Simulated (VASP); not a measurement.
Data:

```xyz
8
Lattice="5.3653 0.0000 0.0000 0.0000 5.3653 0.0000 0.0000 0.0000 5.3653" Properties=species:S:1:pos:R:3 pbc="T T T"
V      0.0000     0.0000     0.0000
Cu     2.6827     0.0000     0.0000
Cu     0.0000     0.0000     2.6827
Cu     0.0000     2.6827     0.0000
S      1.2724     1.2724     1.2724
S      1.2724     4.0929     4.0929
S      4.0929     1.2724     4.0929
S      4.0929     4.0929     1.2724
```

These are r2SCAN meta-GGA, VASP's PBE PAW potentials (set 64) (plane waves; VASP 6.6.1) values and carry that method's errors. Settings: 400 eV cut-off, 5×5×5 Γ-centred mesh, tetrahedra with Blöchl corrections, potentials V_sv Cu S.

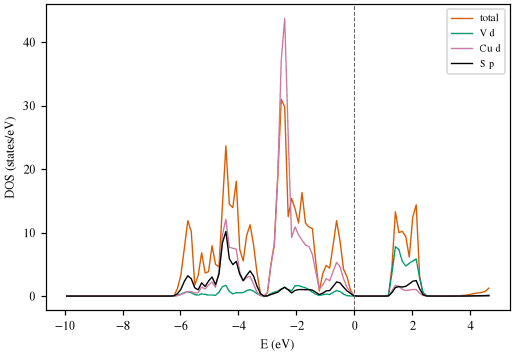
Fig. 1. Total and projected density of states, zero at the valence-band maximum

Within 2 eV below the valence-band maximum the largest weight inside VASP's projection spheres is Cu d, then S p.

The gap is indirect, 1.20 eV, from the valence maximum at R to the conduction minimum at X.

The compound is VCu3S4 in the sg215 structure. It was relaxed first. The run is not spin-polarised, so no magnetic state was tried.
